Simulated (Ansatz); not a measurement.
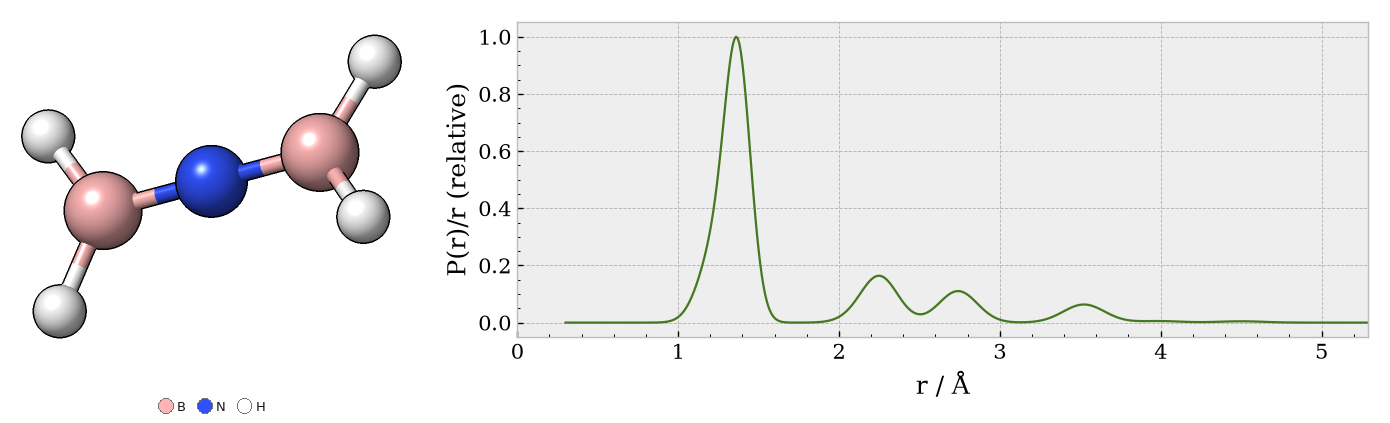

Simulated gas electron diffraction: radial distribution curve of B₂H₄N (spin multiplicity 2). Each pair of atoms contributes with weight ZᵢZⱼ/r; damping constant 0.002 Å²; vibrational amplitudes assumed, not computed: 0.05 Å for bonds, 0.078 Å for bonds to H, 0.06 + 0.015 r up to 0.15 Å for other pairs. The geometry is the end point of an optimisation (UKS PBE/cc-pVDZ in Ansatz 0.2.0); it may be a saddle point or a higher isomer. SMILES: B[N]B.

> Assign the first 4 clear peaks of the radial distribution curve (– bonded, ··· not bonded).

Peak 1, 1.36 Å: B–H 1.22 Å (×4), N–B 1.37 Å (×2), not resolved
Peak 2, 2.25 Å: N···H 2.25 Å (×4)
Peak 3, 2.74 Å: B···B 2.74 Å
Peak 4, 3.52 Å: B···H 3.52 Å (×4)
